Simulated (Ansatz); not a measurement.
# UHF/STO-3G run of NO2 (nitrogen dioxide)

Aim: the vertical doublet–quartet gap of NO2 (nitrogen dioxide) at UHF/STO-3G, from 2 runs. 

The results are computed with Ansatz 0.2.0.

34 further runs of the same task are left out: 34 set aside as unsound or not needed.

## Step 1: The molecule

The species is NO2 (3 atoms), meant as a doublet with charge 0. As SMILES, `[O]N=O`. The coordinates come from a PBE0-D4/def2-TZVP relaxation.

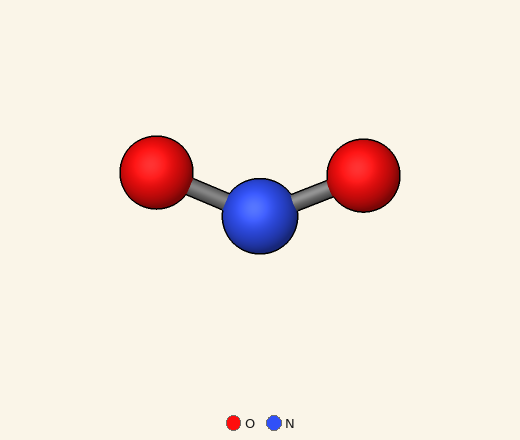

The structure, seen from a chosen angle (oxygen red, nitrogen blue).

## Step 2: A single-point energy at UHF/STO-3G

Contents of molecule.yaml:

```yaml
crystal:
  periodic: [false, false, false]
  atoms:
    - {symbol: O, position_ang: [0.209760, -1.082190, 0.000620]}
    - {symbol: N, position_ang: [-0.265470, -0.009110, -0.145890]}
    - {symbol: O, position_ang: [0.055690, 1.091300, 0.145270]}
basis:
  gaussian:
    orbitals: STO-3G
magnetization:
  spin_polarized: true
  initial_magnetization: 1
hamiltonian:
  xc: hf
accuracy: high
output:
  orbitals: {seedname: orbitals}
```

Command:

```console
$ ansatz run molecule.yaml --threads 1 --pin off --max-ram 3480MiB --events-out events.jsonl --progress --plain --runs-dir runs
```

Log:

```text
Warning: RAYON_NUM_THREADS=1 ignored (pool sized by the plan → 1); use --threads N
Functional definition: HF
  name "HF"
  exchange = exact_x
  correlation = 0
252 factors; integrals over basis functions are off by at most 4.3e-8 eV
mean field evaluation 1: about -5473.6906 eV, gradient 2.4e1 eV
mean field evaluation 2: about -5473.8146 eV, gradient 2.4e1 eV
mean field evaluation 4: about -5476.7304 eV, gradient 1.1e0 eV
mean field evaluation 8: about -5476.7463 eV, gradient 3.0e-2 eV
mean field evaluation 16: about -5476.7463 eV, gradient 3.3e-4 eV
mean field evaluation 32: about -5476.7229 eV, gradient 1.1e0 eV
mean field evaluation 64: about -5468.7439 eV, gradient 1.7e1 eV
mean field evaluation 96: about -5475.9660 eV, gradient 4.9e0 eV
mean field evaluation 128: about -5476.8062 eV, gradient 1.7e0 eV
mean field -5477.07198454 eV, -201.2786829391 hartree, gradient 1.3e-8 eV, S^2 1.184537; 5 other end points of the search recorded, 0 dependent functions left out
reference -5477.07198454 eV, -201.2786829391 hartree; 12, 11 occupied and 3, 4 virtual orbitals, 252 factors
Total energy: -5477.07198454 eV, -201.2786829391 hartree
```

It took 0.18 s on 1 thread of Arm Neoverse V2, shared host.

## Step 3: The quartet, same level

Contents of in.yaml:

```yaml
crystal:
  periodic: [false, false, false]
  atoms:
    - {symbol: O, position_ang: [0.209760, -1.082190, 0.000620]}
    - {symbol: N, position_ang: [-0.265470, -0.009110, -0.145890]}
    - {symbol: O, position_ang: [0.055690, 1.091300, 0.145270]}
basis:
  gaussian: {orbitals: STO-3G}
magnetization: {spin_polarized: true, initial_magnetization: 3}
hamiltonian: {xc: hf}
accuracy: high
output: {orbitals: {seedname: orbitals}}
```

Command:

```console
$ ansatz run in.yaml --threads 1 --pin off --max-ram 3480MiB --events-out events.jsonl --progress --plain --runs-dir runs
```

Log:

```text
Warning: RAYON_NUM_THREADS=1 ignored (pool sized by the plan → 1); use --threads N
[... 4 set-up lines as earlier in the session ...]
252 factors; integrals over basis functions are off by at most 4.3e-8 eV
mean field evaluation 1: about -5473.7512 eV, gradient 1.2e1 eV
mean field evaluation 2: about -5473.9409 eV, gradient 1.2e1 eV
mean field evaluation 4: about -5475.2796 eV, gradient 2.2e0 eV
mean field evaluation 8: about -5475.4029 eV, gradient 4.4e-4 eV
mean field evaluation 16: about -5474.9125 eV, gradient 4.9e0 eV
mean field evaluation 32: about -5475.3487 eV, gradient 1.5e-1 eV
mean field evaluation 64: about -5473.7504 eV, gradient 1.2e1 eV
mean field -5475.40103903 eV, -201.2172768243 hartree, gradient 1.6e-8 eV, S^2 3.759661; 3 other end points of the search recorded, 0 dependent functions left out
reference -5475.40103903 eV, -201.2172768243 hartree; 13, 10 occupied and 2, 5 virtual orbitals, 252 factors
Total energy: -5475.40103903 eV, -201.2172768243 hartree
```

Run time: 0.12 s. Hardware: 1 thread of Arm Neoverse V2, shared host.

## Step 4: What came out

At UHF/STO-3G:

| quantity | value |
| --- | --- |
| doublet: total energy | -201.27868 Eh |
| doublet: HOMO energy (highest over α and β) | -9.51 eV |
| doublet: LUMO energy (lowest over α and β) | 5.89 eV |
| doublet: ⟨S²⟩ | 1.185 |
| quartet: total energy | -201.21728 Eh |
| quartet: HOMO energy (highest over α and β) | -7.50 eV |
| quartet: LUMO energy (lowest over α and β) | 4.90 eV |
| quartet: ⟨S²⟩ | 3.760 |
| vertical energy of the quartet above the doublet | 1.671 eV |

At this shape the quartet lies 1.67 eV (39 kcal/mol) above the doublet. In a minimal basis such a difference can be off by several eV, whatever the method. ⟨S²⟩ (doublet) is 1.18 where a pure doublet has 0.75: the reference is spin-contaminated.
